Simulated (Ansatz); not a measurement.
**BBrH4N+: an energy map over bond length N1–H5 and angle H4–N1–H5**

A grid of calculations on BBrH₄N, SMILES [NH3+]BBr, charge +1, to see where the energy is lowest and how it rises around there.

Computed with Ansatz 0.2.0. Level: RKS BHLYP-D4/def2-TZVP.

## Step 1: Where the work starts

SMILES `[NH3+]BBr`, 7 atoms, charge 1, spin multiplicity 1.

Atoms are counted from 1 here; the program's logs count them from 0.

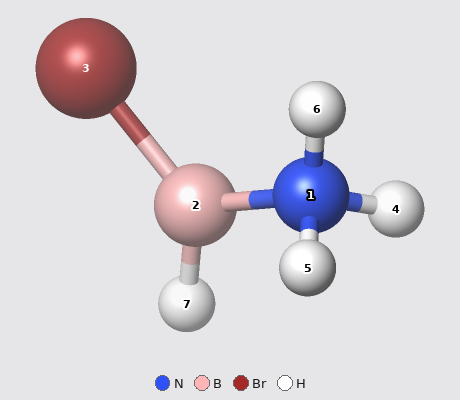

As it starts; nitrogen blue, boron pink, bromine red, hydrogen white; atoms are numbered from 1 in the order of the file.

Geometry (Å):

```xyz
7
charge 1, multiplicity 1
N    -0.5038    0.4972    0.0033
B     0.5689   -0.6295   -0.1372
Br    1.6682   -0.9839    1.3060
H    -1.4556    0.1158   -0.1762
H    -0.3587    1.2270   -0.7248
H    -0.5142    0.9659    0.9300
H     0.5953   -1.1925   -1.2011
```

This geometry comes from a loose relaxation at PBE in a small basis, which is not shown.

## Step 2: Relaxing the molecule

File input.yaml:

```yaml
crystal:
  periodic: [false, false, false]
  atoms:
    - { symbol: "N", position_ang: [-0.503762, 0.497173, 0.003307] }
    - { symbol: B, position_ang: [0.568869, -0.629473, -0.137231] }
    - { symbol: Br, position_ang: [1.668167, -0.983873, 1.30603] }
    - { symbol: H, position_ang: [-1.455571, 0.115833, -0.176208] }
    - { symbol: H, position_ang: [-0.358714, 1.226959, -0.724786] }
    - { symbol: H, position_ang: [-0.514242, 0.965862, 0.930005] }
    - { symbol: H, position_ang: [0.595252, -1.192471, -1.201117] }
total_charge: 1
basis:
  gaussian: { orbitals: def2-TZVP }
hamiltonian:
  xc: { name: BHLYP }
  dispersion: d4
output:
  forces: true
relax:
  f_tol: 0.003
  max_steps: 120
```

On the command line:

```sh
> ansatz run input.yaml --threads 1 --pin off --max-ram 2560MiB --backend cpu --events-out ev --progress --plain --runs-dir out
```

Standard output, cut to the lines that bear on the results:

```text
Warning: RAYON_NUM_THREADS=1 ignored (pool sized by the plan → 1); use --threads N
[...]
Functional definition: BHLYP
[...]
1009 factors; their error is unknown
[...]
mean field -72271.34155817 eV, -2655.9228149878 hartree, gradient 6.0e-5 eV, S^2 0.000000; 0 other end points of the search recorded, 0 dependent functions left out
[...]
reference -72271.34170358 eV, -2655.9228203317 hartree; 25, 25 occupied and 109, 109 virtual orbitals, 1009 factors
relax step   1: F+E_penalty+E_count = -72271.45719438 eV  Δ(F+E_penalty+E_count) = +0.000e0 eV  max|allowed force component| = 8.518e-1 eV/Å  Δτ_max = 0.0000 Å  (27 SCF iters, accepted)
[...]
relax step   4: F+E_penalty+E_count = -72271.50955730 eV  Δ(F+E_penalty+E_count) = +1.406e-5 eV  max|allowed force component| = 3.035e-2 eV/Å  Δτ_max = 0.0045 Å  (35 SCF iters, rejected (line search))
[...]
relax step   5: F+E_penalty+E_count = -72271.50962309 eV  Δ(F+E_penalty+E_count) = -5.173e-5 eV  max|allowed force component| = 4.415e-4 eV/Å  Δτ_max = 0.0018 Å  (35 SCF iters, accepted)
1009 factors; their error is unknown
[...]
mean field -72271.39307841 eV, -2655.9247083219 hartree, gradient 1.0e-5 eV, S^2 0.000000; 1 other end points of the search recorded, 0 dependent functions left out
[...]
reference -72271.39322216 eV, -2655.9247136045 hartree; 25, 25 occupied and 109, 109 virtual orbitals, 1009 factors
Total energy: -72271.50976684 eV, -2655.9289965424 hartree
Atom 0 at    -0.501198     0.491963    -0.002520 Å, force     0.000441     0.000134     0.000228 eV/Å
Atom 1 at     0.560190    -0.623645    -0.142437 Å, force    -0.000089    -0.000158    -0.000167 eV/Å
Atom 2 at     1.650054    -0.971894     1.298030 Å, force    -0.000399     0.000113    -0.000173 eV/Å
Atom 3 at    -1.434091     0.120035    -0.171064 Å, force     0.000170    -0.000157     0.000085 eV/Å
Atom 4 at    -0.359258     1.209530    -0.711092 Å, force    -0.000116    -0.000285    -0.000097 eV/Å
Atom 5 at    -0.500402     0.942497     0.907152 Å, force    -0.000089     0.000186     0.000113 eV/Å
Atom 6 at     0.584704    -1.168476    -1.178069 Å, force     0.000081     0.000167     0.000012 eV/Å
Dipole moment:    -1.317309     0.914680    -0.760835 e Å
```

Run time: 32 s. Hardware: 1 thread of Arm Neoverse V1, shared host; peak memory 0.25 GiB.

Along the way:

| step | energy from step 1 (eV) | largest force component (eV/Å) |
| --- | --- | --- |
| 1 | 0.0000 | 0.8518 |
| 2 | -0.0489 | 0.2299 |
| 3 | -0.0524 | 0.0302 |
| 4 | -0.0524 | 0.0303 |
| 5 | -0.0524 | 0.0004 |

Distances of close pairs at the start and the end, largest changes first:

| bond | before (Å) | after (Å) | change (Å) |
| --- | --- | --- | --- |
| B2–H7 | 1.204 | 1.170 | -0.033 |
| N1–H6 | 1.039 | 1.015 | -0.023 |
| N1–H5 | 1.041 | 1.018 | -0.023 |
| N1–H4 | 1.041 | 1.018 | -0.023 |
| N1–B2 | 1.562 | 1.546 | -0.016 |
| B2–Br3 | 1.849 | 1.840 | -0.009 |

## Step 3: Plan of the scan

The axes are (1) bond length N1–H5: 11 values from 0.855 to 1.324 Å; (2) angle H4–N1–H5: 11 values from 60.7 to 150.7 °.

Nothing else is relaxed (all other coordinates rigid). Energies count from the relaxed molecule at the same level.

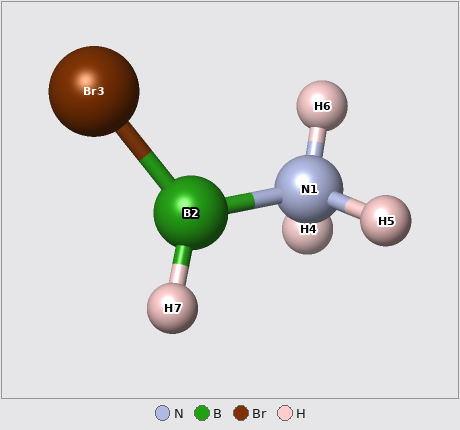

The geometry at bond length N1–H5 = 1.230 Å, angle H4–N1–H5 = 114.7°.

Of the runs on the grid, 3 are shown in the steps below; the others differ only in the two coordinates.

## Step 4: The run at bond length N1–H5 = 1.230 Å, angle H4–N1–H5 = 114.7°

File input.yaml:

```yaml
crystal:
  periodic: [false, false, false]
  atoms:
    - { symbol: "N", position_ang: [-0.501198, 0.491963, -0.00252] }
    - { symbol: B, position_ang: [0.56019, -0.623645, -0.142437] }
    - { symbol: Br, position_ang: [1.650054, -0.971894, 1.29803] }
    - { symbol: H, position_ang: [-1.404566, 0.02391, -0.045879] }
    - { symbol: H, position_ang: [-0.329765, 1.35863, -0.858323] }
    - { symbol: H, position_ang: [-0.500402, 0.942497, 0.907152] }
    - { symbol: H, position_ang: [0.584704, -1.168476, -1.178069] }
total_charge: 1
basis:
  gaussian: { orbitals: def2-TZVP }
hamiltonian:
  xc: { name: BHLYP }
  dispersion: d4
output:
  forces: true
```

On the command line:

```sh
> ansatz run input.yaml --threads 1 --pin off --max-ram 2560MiB --backend cpu --events-out ev --progress --plain --runs-dir out
```

Standard output, cut to the lines that bear on the results:

```text
Warning: RAYON_NUM_THREADS=1 ignored (pool sized by the plan → 1); use --threads N
[...]
Functional definition: BHLYP
[...]
1009 factors; their error is unknown
[...]
mean field -72270.66109916 eV, -2655.8978085808 hartree, gradient 2.9e-5 eV, S^2 0.000000; 0 other end points of the search recorded, 0 dependent functions left out
[...]
reference -72270.66124436 eV, -2655.8978139168 hartree; 25, 25 occupied and 109, 109 virtual orbitals, 1009 factors
Total energy: -72270.77699466 eV, -2655.9020676618 hartree
Atom 0 at    -0.501198     0.491963    -0.002520 Å, force     1.007663     2.581329    -2.394326 eV/Å
Atom 1 at     0.560190    -0.623645    -0.142437 Å, force     0.095327     0.297809    -0.086646 eV/Å
Atom 2 at     1.650054    -0.971894     1.298030 Å, force     0.025506    -0.037059     0.048451 eV/Å
Atom 3 at    -1.404566     0.023910    -0.045879 Å, force    -0.240507     0.529194    -0.796041 eV/Å
Atom 4 at    -0.329765     1.358630    -0.858323 Å, force    -1.170071    -3.577668     3.319908 eV/Å
Atom 5 at    -0.500402     0.942497     0.907152 Å, force     0.294849     0.239835    -0.104601 eV/Å
Atom 6 at     0.584704    -1.168476    -1.178069 Å, force    -0.012766    -0.033439     0.013254 eV/Å
Dipole moment:    -1.303443     0.960316    -0.791683 e Å
```

Run time: 4.8 s. Hardware: 1 thread of Arm Neoverse V1, shared host; peak memory 0.24 GiB.

On the map this point reads 16.9 kcal/mol.

## Step 5: Grid point bond length N1–H5 = 0.996 Å, angle H4–N1–H5 = 105.7°

Changes to input.yaml since step 4:

```diff
@@ -6,4 +6,4 @@
     - { symbol: Br, position_ang: [1.650054, -0.971894, 1.29803] }
-    - { symbol: H, position_ang: [-1.404566, 0.02391, -0.045879] }
-    - { symbol: H, position_ang: [-0.329765, 1.35863, -0.858323] }
+    - { symbol: H, position_ang: [-1.434004, 0.119546, -0.170467] }
+    - { symbol: H, position_ang: [-0.362379, 1.193752, -0.695512] }
     - { symbol: H, position_ang: [-0.500402, 0.942497, 0.907152] }
```

On the command line:

```sh
> ansatz run input.yaml --threads 1 --pin off --max-ram 2560MiB --backend cpu --events-out ev --progress --plain --runs-dir out
```

Standard output, cut to the lines that bear on the results:

```text
Warning: RAYON_NUM_THREADS=1 ignored (pool sized by the plan → 1); use --threads N
[...]
Functional definition: BHLYP
[...]
1009 factors; their error is unknown
[...]
mean field -72271.38167467 eV, -2655.9242892423 hartree, gradient 5.6e-5 eV, S^2 0.000000; 0 other end points of the search recorded, 0 dependent functions left out
[...]
reference -72271.38181813 eV, -2655.9242945142 hartree; 25, 25 occupied and 109, 109 virtual orbitals, 1009 factors
Total energy: -72271.49853316 eV, -2655.9285837126 hartree
Atom 0 at    -0.501198     0.491963    -0.002520 Å, force    -0.153211    -0.673287     0.685104 eV/Å
Atom 1 at     0.560190    -0.623645    -0.142437 Å, force     0.012154    -0.022048     0.012653 eV/Å
Atom 2 at     1.650054    -0.971894     1.298030 Å, force    -0.002158     0.000027    -0.003593 eV/Å
Atom 3 at    -1.434004     0.119546    -0.170467 Å, force    -0.002610    -0.014139     0.013052 eV/Å
Atom 4 at    -0.362379     1.193752    -0.695512 Å, force     0.147337     0.720382    -0.718578 eV/Å
Atom 5 at    -0.500402     0.942497     0.907152 Å, force    -0.001461    -0.014215     0.012489 eV/Å
Atom 6 at     0.584704    -1.168476    -1.178069 Å, force    -0.000052     0.003280    -0.001127 eV/Å
Dipole moment:    -1.317276     0.908486    -0.755243 e Å
```

Run time: 5 s. Hardware: 1 thread of Arm Neoverse V1, shared host; peak memory 0.24 GiB.

On the map this point reads 0.26 kcal/mol.

## Step 6: The run at bond length N1–H5 = 1.137 Å, angle H4–N1–H5 = 87.7°

Changes to input.yaml since step 5:

```diff
@@ -6,4 +6,4 @@
     - { symbol: Br, position_ang: [1.650054, -0.971894, 1.29803] }
-    - { symbol: H, position_ang: [-1.434004, 0.119546, -0.170467] }
-    - { symbol: H, position_ang: [-0.362379, 1.193752, -0.695512] }
+    - { symbol: H, position_ang: [-1.423814, 0.335748, -0.404271] }
+    - { symbol: H, position_ang: [-0.342727, 1.293101, -0.793616] }
     - { symbol: H, position_ang: [-0.500402, 0.942497, 0.907152] }
```

On the command line:

```sh
> ansatz run input.yaml --threads 1 --pin off --max-ram 2560MiB --backend cpu --events-out ev --progress --plain --runs-dir out
```

Standard output, cut to the lines that bear on the results:

```text
Warning: RAYON_NUM_THREADS=1 ignored (pool sized by the plan → 1); use --threads N
[...]
Functional definition: BHLYP
[...]
1009 factors; their error is unknown
[...]
mean field -72270.93302237 eV, -2655.9078015744 hartree, gradient 6.8e-5 eV, S^2 0.000000; 0 other end points of the search recorded, 0 dependent functions left out
[...]
reference -72270.93316676 eV, -2655.9078068806 hartree; 25, 25 occupied and 109, 109 virtual orbitals, 1009 factors
Total energy: -72271.04848256 eV, -2655.9120446580 hartree
Atom 0 at    -0.501198     0.491963    -0.002520 Å, force     0.626784     2.903634    -3.320970 eV/Å
Atom 1 at     0.560190    -0.623645    -0.142437 Å, force    -0.425384     0.042102    -0.217192 eV/Å
Atom 2 at     1.650054    -0.971894     1.298030 Å, force    -0.022372     0.059823     0.012277 eV/Å
Atom 3 at    -1.423814     0.335748    -0.404271 Å, force    -0.377850    -1.042959     1.049989 eV/Å
Atom 4 at    -0.342727     1.293101    -0.793616 Å, force     0.626484    -1.978741     2.591870 eV/Å
Atom 5 at    -0.500402     0.942497     0.907152 Å, force    -0.455498     0.020999    -0.117580 eV/Å
Atom 6 at     0.584704    -1.168476    -1.178069 Å, force     0.027836    -0.004858     0.001606 eV/Å
Dipole moment:    -1.320742     0.998169    -0.846710 e Å
```

Wall time 5.2 s (1 thread of Arm Neoverse V1, shared host); peak memory 0.24 GiB.

That is 10.6 kcal/mol from the zero.

## Step 7: The map

121 points were computed. Energies in kcal/mol, from the relaxed molecule at the same level:

| angle H4–N1–H5 (°) ↓, bond length N1–H5 (Å) → | 0.855 | 0.902 | 0.949 | 0.996 | 1.043 | 1.090 | 1.137 | 1.183 | 1.230 | 1.277 | 1.324 |
| --- | --- | --- | --- | --- | --- | --- | --- | --- | --- | --- | --- |
| 150.7 | 54.4 | 44.3 | 38.8 | 36.6 | 37.0 | 39.2 | 42.7 | 47.2 | 52.4 | 58.0 | 63.9 |
| 141.7 | 41.9 | 31.9 | 26.3 | 24.1 | 24.5 | 26.7 | 30.3 | 34.7 | 39.9 | 45.6 | 51.6 |
| 132.7 | 31.8 | 21.7 | 16.1 | 13.9 | 14.2 | 16.4 | 20.0 | 24.4 | 29.7 | 35.4 | 41.4 |
| 123.7 | 24.4 | 14.3 | 8.6 | 6.4 | 6.6 | 8.8 | 12.3 | 16.7 | 21.9 | 27.6 | 33.6 |
| 114.7 | 20.1 | 9.9 | 4.1 | 1.8 | 1.9 | 4.0 | 7.4 | 11.8 | 16.9 | 22.5 | 28.4 |
| 105.7 | 19.0 | 8.6 | 2.8 | 0.3 | 0.3 | 2.2 | 5.5 | 9.7 | 14.7 | 20.2 | 26.0 |
| 96.7 | 21.3 | 10.7 | 4.6 | 1.9 | 1.8 | 3.5 | 6.5 | 10.5 | 15.4 | 20.7 | 26.3 |
| 87.7 | 27.0 | 16.2 | 9.8 | 6.9 | 6.4 | 7.8 | 10.6 | 14.4 | 18.9 | 24.0 | 29.3 |
| 78.7 | 36.2 | 25.0 | 18.4 | 15.1 | 14.3 | 15.3 | 17.8 | 21.1 | 25.3 | 30.0 | 35.0 |
| 69.7 | 49.0 | 37.5 | 30.4 | 26.6 | 25.3 | 25.9 | 27.9 | 30.8 | 34.5 | 38.8 | 43.4 |
| 60.7 | 65.8 | 53.7 | 46.1 | 41.7 | 39.8 | 39.8 | 41.1 | 43.4 | 46.5 | 50.2 | 54.1 |

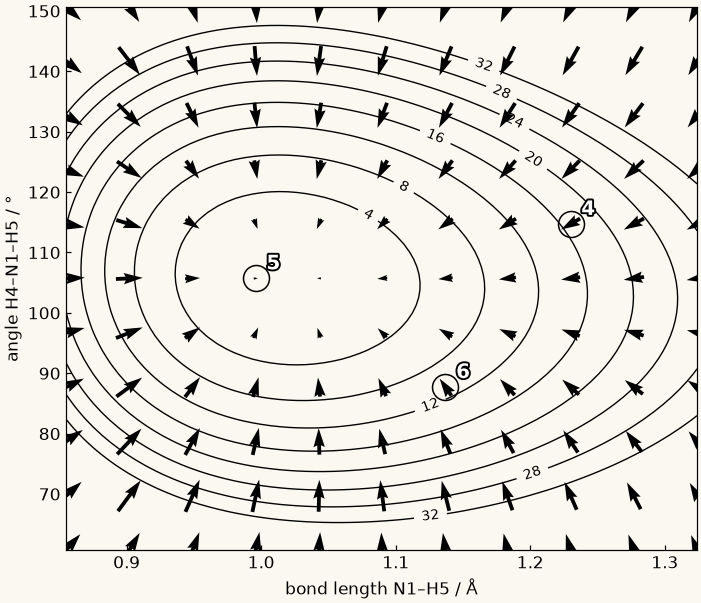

The map; numbers mark the steps of this session that print a point's run. Drawn: contour lines labelled in kcal/mol, arrows along the force (downhill), longer where it is stronger.

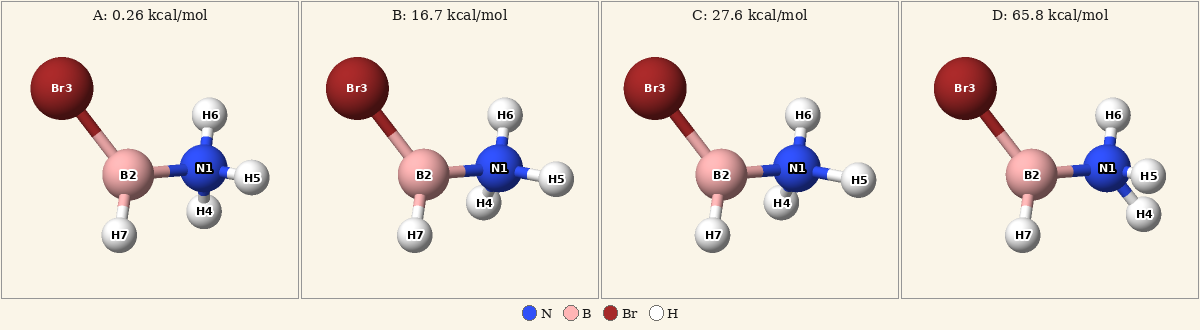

Structures on the grid, at one scale: A at bond length N1–H5 = 0.996 Å, angle H4–N1–H5 = 105.7°; B at bond length N1–H5 = 1.183 Å, angle H4–N1–H5 = 123.7°; C at bond length N1–H5 = 1.277 Å, angle H4–N1–H5 = 123.7°; D at bond length N1–H5 = 0.855 Å, angle H4–N1–H5 = 60.7°.

On the same grid, largest force on an atom (eV/Å):

```
angle H4–N1–H5 (°) ↓, bond length N1–H5 (Å) →  0.855  0.902  0.949  0.996  1.043  1.090  1.137  1.183  1.230  1.277  1.324
                                        150.7   14.9   10.3    7.0    4.8    3.7    3.7    4.3    4.9    5.3    5.6    5.8
                                        141.7   14.6   10.0    6.6    4.3    3.1    3.3    4.2    4.8    5.3    5.6    5.8
                                        132.7   14.1    9.4    6.0    3.6    2.4    3.1    4.1    4.7    5.2    5.6    5.7
                                        123.7   13.3    8.7    5.2    2.7    1.7    2.9    3.9    4.6    5.1    5.5    5.7
                                        114.7   12.5    7.8    4.4    1.8    1.3    2.7    3.7    4.5    5.0    5.4    5.6
                                        105.7   12.1    7.3    3.7    1.0    1.0    2.5    3.6    4.3    4.9    5.2    5.5
                                         96.7   12.3    7.5    4.0    1.4    1.6    3.0    3.9    4.5    5.0    5.2    5.3
                                         87.7   12.6    7.9    4.4    2.1    2.2    3.5    4.5    5.1    5.5    5.7    5.8
                                         78.7   13.0    8.4    5.1    2.9    2.6    3.8    4.8    5.4    5.8    6.0    6.0
                                         69.7   13.7    9.2    5.9    3.8    3.5    3.8    4.7    5.3    5.7    5.9    6.0
                                         60.7   14.6   10.2    7.1    5.0    4.6    4.4    4.3    4.9    5.3    5.5    5.6
```

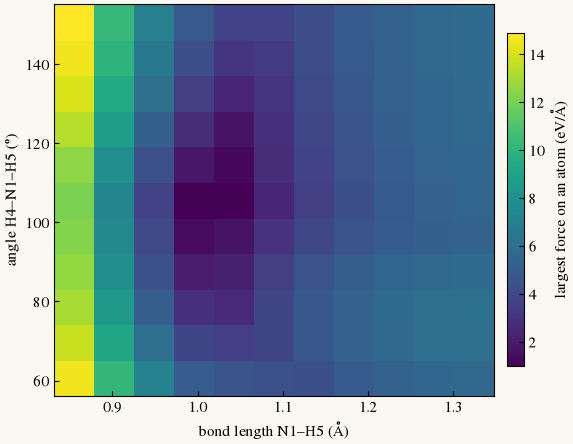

The largest force on an atom over the grid. Drawn: one coloured cell a grid point.

## Step 8: Results

```
                       quantity                                                                                                                                                 value
                   lowest point                                                                                   bond length N1–H5 = 0.996 Å, angle H4–N1–H5 = 105.7°, 0.26 kcal/mol
         highest computed point                                                                   bond length N1–H5 = 0.855 Å, angle H4–N1–H5 = 60.7°, 65.5 kcal/mol above the lowest
largest force on an atom (eV/Å)  1.0 at bond length N1–H5 = 1.043 Å, angle H4–N1–H5 = 105.7° to 14.9 at bond length N1–H5 = 0.855 Å, angle H4–N1–H5 = 150.7°; 1.0 at the lowest point
        time for the whole task                                                                                                                       10 min on 1 thread, shared host
```

**Reading.** The lowest computed point is at bond length N1–H5 = 0.996 Å, angle H4–N1–H5 = 105.7°, 0.26 kcal/mol from the relaxed molecule at the same level. The grid is coarse, so the lowest point of the scanned range may lie between grid points; coordinates that were held can hide deeper minima. No other kind of well shows on this grid. The highest computed point, bond length N1–H5 = 0.855 Å, angle H4–N1–H5 = 60.7°, lies 65.5 kcal/mol above the lowest. Round the minimum the two coordinates are nearly uncoupled.
